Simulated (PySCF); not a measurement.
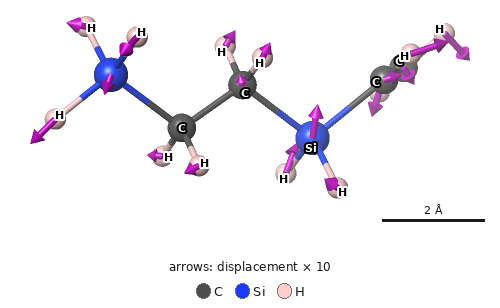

A relaxation of C₄H₁₂Si₂. The starting structure is drawn; purple arrows show the displacements, magnified 10 times. The two geometries are superimposed by the best rigid fit.

Style: ball-and-stick. Shown at a tilt.

The start comes from GFN2-xTB.

These are results of PySCF 2.14.0, density-fitted response routines, PBE0-D3(BJ)/def2-SVP geometry optimisation, gas phase, not measurements. 

Q: What happened in the run?

A: An H atom moves most after the best rigid fit: 0.090 Å. Largest moves by element: H 0.090 Å, Si 0.070 Å, C 0.047 Å. Some distances before and after: H–Si 1.464 → 1.497 Å, C–H 1.078 → 1.096 Å, C–Si 1.906 → 1.890 Å, C–C 1.323 → 1.338 Å. Among the angles between lasting bonds that change: C–Si–C 108.6° → 111.9°. Over 4 geometry steps the energy falls by 0.110 eV. The largest force component goes from 0.95 to 0.01 eV/Å.
